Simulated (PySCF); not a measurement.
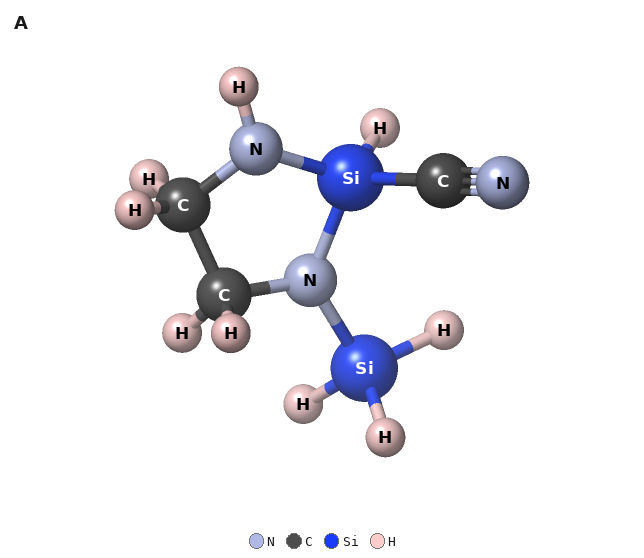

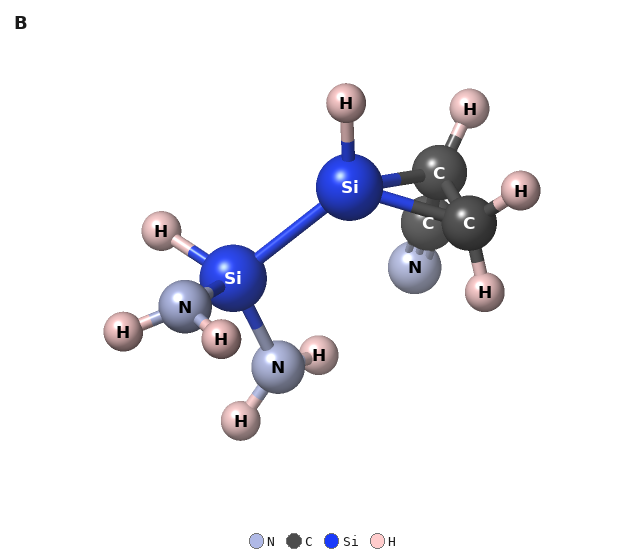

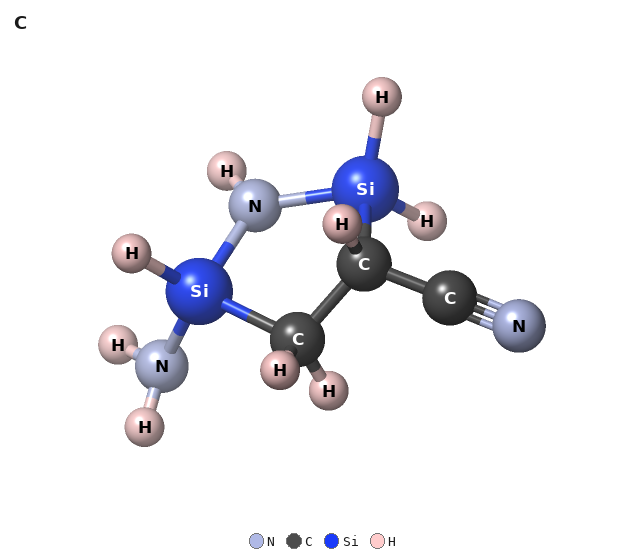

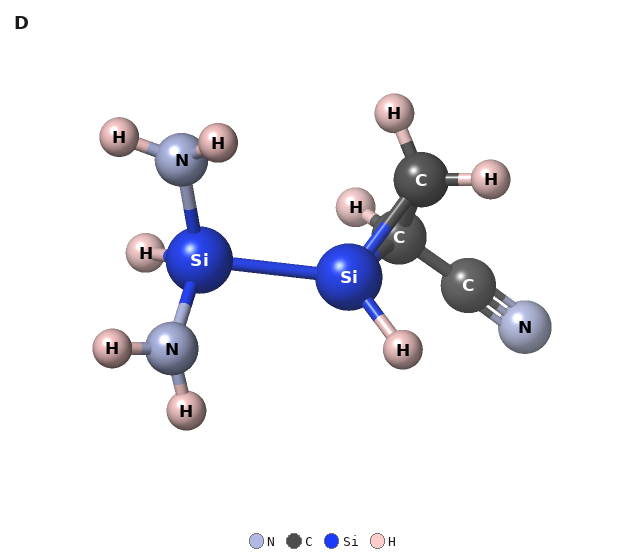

4 stationary structures of one formula. Geometries: GFN2-xTB. Electronic energies: PBE0/def2-SVPD (PySCF 2.14.0), without zero-point energy. No frequency run is at hand to confirm each as a minimum. Each is one conformer, not always the lowest.

Rank them by energy, lowest first.

C is lowest; A lies 86.0 kJ/mol above it, B lies 149.5 kJ/mol above it, D lies 163.4 kJ/mol above it. A is `N#C[Si@@H]1NCCN1[SiH3]`, B is `N#C[C@@H]1C[Si@@H]1[SiH](N)N`, C is `N#C[C@@H]1C[Si@H](N)N[SiH2]1`, D is `N#C[C@@H]1C[Si@H]1[SiH](N)N`.

The geometry is semi-empirical. Around Si such bond lengths and angles can be off by a tenth of an ångström or more and by several degrees, and values that hang on the shape move with them.
